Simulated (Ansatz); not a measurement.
SiGe$_{4}$W

```cif
data_structure
_symmetry_space_group_name_H-M 'P 1'
_symmetry_Int_Tables_number 1
_cell_length_a 8.4941
_cell_length_b 8.7740
_cell_length_c 3.5145
_cell_angle_alpha 90.000
_cell_angle_beta 90.000
_cell_angle_gamma 90.000
_cell_volume 261.92
loop_
_atom_site_label
_atom_site_type_symbol
_atom_site_fract_x
_atom_site_fract_y
_atom_site_fract_z
_atom_site_occupancy
Si1 Si 0.00000 0.50000 0.50000 1
Si2 Si 0.50000 0.00000 0.50000 1
Ge1 Ge 0.00000 0.20880 0.50000 1
Ge2 Ge 0.50000 0.70880 0.50000 1
Ge3 Ge 0.00000 0.79120 0.50000 1
Ge4 Ge 0.50000 0.29120 0.50000 1
Ge5 Ge 0.29207 0.00000 0.00000 1
Ge6 Ge 0.79207 0.50000 0.00000 1
Ge7 Ge 0.20793 0.50000 0.00000 1
Ge8 Ge 0.70793 0.00000 0.00000 1
W1 W 0.00000 0.00000 0.00000 1
W2 W 0.50000 0.50000 0.00000 1
```

Space group Cmmm; a structure generated by program, which may or may not match a known phase.

All numbers below come from DFT PBE, scalar-relativistic, plane waves, PAW (Ansatz).

> Predict the valence pseudo-density and electron localisation function between the atoms.

Ge–W (2.48 Å): ρ is about 0.52 e/Å³ halfway; the ELF is about 0.45 at the midpoint.
Si–Ge (2.49 Å): ρ is about 0.44 e/Å³ halfway; the ELF peaks at about 0.85 between the atoms.
Bader's partition of the density gives Si +0.09, Ge −0.12 to −0.03 and W +0.23 e.

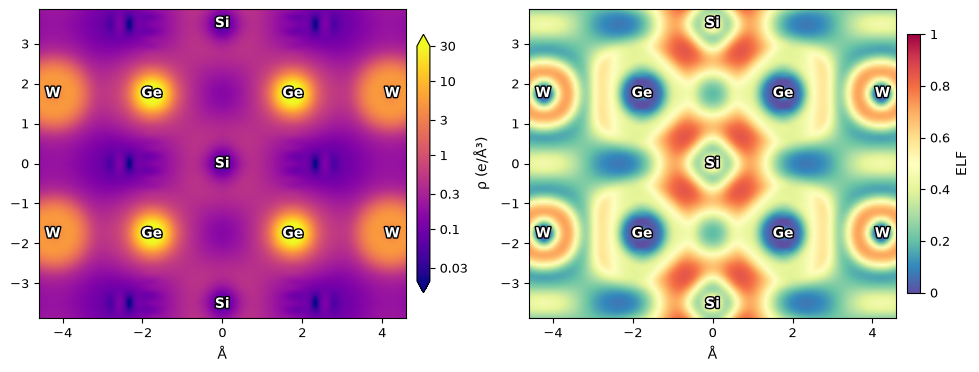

Computed valence pseudo-density and electron localisation function on the (010) plane of the conventional cell, in this order. 

The density is the valence pseudo-density of a PAW calculation; it isn't the true density close to the nuclei.
